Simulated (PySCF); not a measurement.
# C4H10OP2: the cost of one run

Computed with PySCF 2.14.0 and routines of our own; the level stands in each step. Atoms count from 0.

### 1 The system as given

17 atoms, charge 0, multiplicity 1; geometry from: GFN2-xTB.

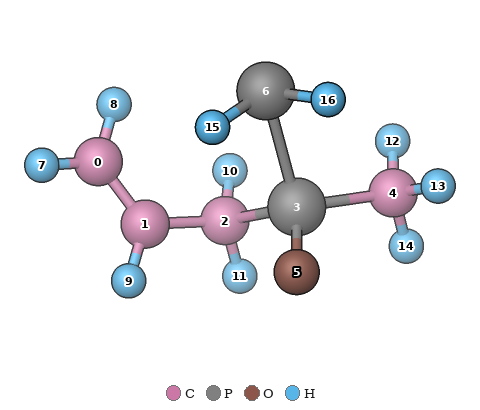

The starting geometry (carbon pink, phosphorus grey, oxygen brown, hydrogen blue).

### 2 Magnetic properties: GIAO B97-2/pcSseg-1

What the job is given:

```
{"job": {"kind": "mag", "xc": "B97-2", "basis": "pcSseg-1", "isotopologues": 2}, "charge": 0, "multiplicity": 1}
C      2.510593     0.581460     0.560544
C      1.679732     0.628175    -0.466881
C      0.660349    -0.419179    -0.744393
P     -0.910972     0.181355     0.032917
C     -2.100333    -1.205039    -0.182085
O     -1.394932     1.457881    -0.516535
P     -0.458932     0.253094     2.179717
H      3.211149     1.373236     0.762962
H      2.533580    -0.264053     1.231576
H      1.663825     1.485240    -1.126549
H      0.931722    -1.376388    -0.299451
H      0.475915    -0.533106    -1.814298
H     -1.751583    -2.106450     0.313484
H     -3.055549    -0.893936     0.237130
H     -2.228710    -1.383435    -1.248143
H     -0.006932     1.559284     2.044331
H     -1.765922     0.673889     2.412323
```

Method: GIAO B97-2/pcSseg-1 magnetisability, rotational g tensor and spin-rotation constants, non-relativistic, gas phase.

Command:

```sh
$ OMP_NUM_THREADS=1 python excited_run.py task.json out
```

One launch serves the whole session: the jobs run in the order shown.

Q: Estimate the wall time and peak memory of this first job on 1 thread of Arm Neoverse V1, shared host.

About 30 s, with a peak of 0.81 GiB.
